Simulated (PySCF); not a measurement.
**CCSDT/STO-3G run of SiS (SMILES [Si-]#[S+])**

What is the vertical singlet–triplet gap of SiS at CCSDT/STO-3G? The job is set up through a Python script.

The results are computed with PySCF 2.14.0.

20 further runs of the same task are left out: 7 that didn't finish, 13 set aside as unsound or not needed.

## (1) Starting point

The species is SiS (2 atoms), meant as a singlet with charge 0. As SMILES, `[Si-]#[S+]`. Geometry: the measured bond length.

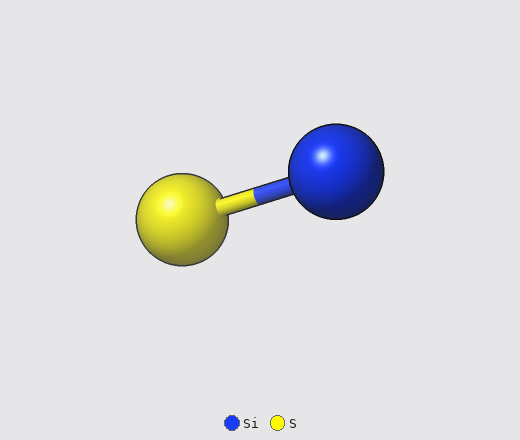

Viewed from a chosen angle; silicon blue, sulfur yellow.

## (2) A single-point energy at CCSDT/STO-3G

calc.py

```python
from pyscf import gto, cc

molecule = gto.M(
    atom='Si 0.000000 0.000000 0.000000; S 0.000000 0.000000 1.929321',
    verbose=4,
    basis='sto-3g',
    charge=0,
    max_memory=1860,
)

calc0 = molecule.RHF()
calc0.conv_tol = 1e-10
calc0.kernel()
if not calc0.converged:
    calc0 = calc0.newton().run(calc0.mo_coeff, calc0.mo_occ)

mycc = cc.CCSDT(calc0, frozen=10)
mycc.kernel()
etot = mycc.e_tot
print('Final energy', etot)
```

Started as:

```
$ OMP_NUM_THREADS=1 python calc.py
```

The log of the run:

```text
PySCF version 2.14.0

[INPUT] num. atoms = 2
[INPUT] num. electrons = 30
[INPUT] charge = 0
[INPUT] spin (= nelec alpha-beta = 2S) = 0
[INPUT] symmetry False subgroup None
[INPUT] Mole.unit = angstrom
[INPUT] Symbol           X                Y                Z      unit          X                Y                Z       unit  Magmom
[INPUT]  1 Si     0.000000000000   0.000000000000   0.000000000000 AA    0.000000000000   0.000000000000   0.000000000000 Bohr   0.0
[INPUT]  2 S      0.000000000000   0.000000000000   1.929321000000 AA    0.000000000000   0.000000000000   3.645888296372 Bohr   0.0

nuclear repulsion = 61.4390737705545
number of shells = 10
number of NR pGTOs = 54
number of NR cGTOs = 18
basis = sto-3g
ecp = {}

[... 35 lines left out ...]
converged SCF energy = -678.742278023807
[... 16 lines left out ...]
WARN: A large `blksize` is being used, which may cause large memory consumption
[... 3 lines left out ...]
WARN: A large `blksize_oovv` is being used, which may cause large memory consumption
[... 3 lines left out ...]
WARN: A large `blksize_oooo` is being used, which may cause large memory consumption
[... 13 lines left out ...]
Init t2, MP2 energy = -678.837672467101  E_corr(MP2) -0.095394443295
[... 13 lines left out ...]
RCCSDT converged
[... 3 lines left out ...]
Final energy -678.8498596543444
```

Run time: 0.76 s. Hardware: 1 thread of Arm Neoverse V2, shared host; peak memory 0.12 GiB.

## (3) The triplet

calc.py

```python
from pyscf import gto, cc

mol = gto.Mole()
mol.atom = [
    ('Si', (0.000000, 0.000000, 0.000000)),
    ('S', (0.000000, 0.000000, 1.929321)),
]
mol.max_memory = 1860
mol.spin = 2
mol.basis = 'sto-3g'
mol.verbose = 4
mol.build()

hf = mol.UHF()
hf.conv_tol = 1e-10
hf.kernel()
if not hf.converged:
    hf = hf.newton().run(hf.mo_coeff, hf.mo_occ)

mycc = cc.CCSDT(hf, frozen=10)
mycc.kernel()
etot = mycc.e_tot
print('Final energy', etot)
```

Started as:

```
$ OMP_NUM_THREADS=1 python calc.py
```

The log of the run:

```text
PySCF version 2.14.0

[INPUT] num. atoms = 2
[INPUT] num. electrons = 30
[INPUT] charge = 0
[INPUT] spin (= nelec alpha-beta = 2S) = 2
[INPUT] symmetry False subgroup None
[INPUT] Mole.unit = angstrom
[INPUT] Symbol           X                Y                Z      unit          X                Y                Z       unit  Magmom
[INPUT]  1 Si     0.000000000000   0.000000000000   0.000000000000 AA    0.000000000000   0.000000000000   0.000000000000 Bohr   0.0
[INPUT]  2 S      0.000000000000   0.000000000000   1.929321000000 AA    0.000000000000   0.000000000000   3.645888296372 Bohr   0.0

nuclear repulsion = 61.4390737705545
number of shells = 10
number of NR pGTOs = 54
number of NR cGTOs = 18
basis = sto-3g
ecp = {}

[... 18 lines left out ...]
[... the frontier-level lines of each cycle are left out ...]
[... 83 lines left out ...]
SCF not converged.
[... 47 lines left out ...]
converged SCF energy = -678.63254517215  <S^2> = 2.4865278  2S+1 = 3.3084908
[... 21 lines left out ...]
WARN: A large `blksize_v_aab` is being used, which may cause large memory consumption
[... 33 lines left out ...]
UCCSDT converged
[... 3 lines left out ...]
Final energy -678.703220030136
```

It took 1 s on 1 thread of Arm Neoverse V2, shared host; peak memory 0.12 GiB.

## (4) What came out

At CCSDT/STO-3G, 10 core orbitals frozen:

| quantity | value |
| --- | --- |
| singlet: total energy | -678.84986 Eh |
| singlet: dipole moment (Hartree–Fock density) | 2.03 D |
| singlet: HOMO energy (Hartree–Fock orbitals) | -6.15 eV |
| singlet: LUMO energy (Hartree–Fock orbitals) | 6.56 eV |
| singlet: HOMO–LUMO gap (Hartree–Fock orbitals) | 12.70 eV |
| singlet: correlation energy (10 core orbitals frozen) | -107.6 mEh |
| singlet: T1 diagnostic | 0.033 |
| triplet: total energy | -678.70322 Eh |
| triplet: dipole moment (Hartree–Fock density) | 2.28 D |
| triplet: HOMO energy (Hartree–Fock orbitals) (highest over α and β) | -3.14 eV |
| triplet: LUMO energy (Hartree–Fock orbitals) (lowest over α and β) | 3.95 eV |
| triplet: correlation energy (10 core orbitals frozen) | -70.7 mEh |
| triplet: ⟨S²⟩ of the reference determinant | 2.487 |
| triplet: T1 diagnostic | 0.088 |
| vertical energy of the triplet above the singlet | 3.990 eV |

What this shows: At this shape the triplet lies 3.99 eV (92 kcal/mol) above the singlet. In a minimal basis such a difference can be off by several eV, whatever the method. The T1 diagnostic (singlet) of 0.033 is above the customary mark for such species, so a single reference may not serve. ⟨S²⟩ (triplet) is 2.49 where a pure triplet has 2.00: the reference is spin-contaminated. The T1 diagnostic (triplet) of 0.088 is above the customary mark for such species, so a single reference may not serve.
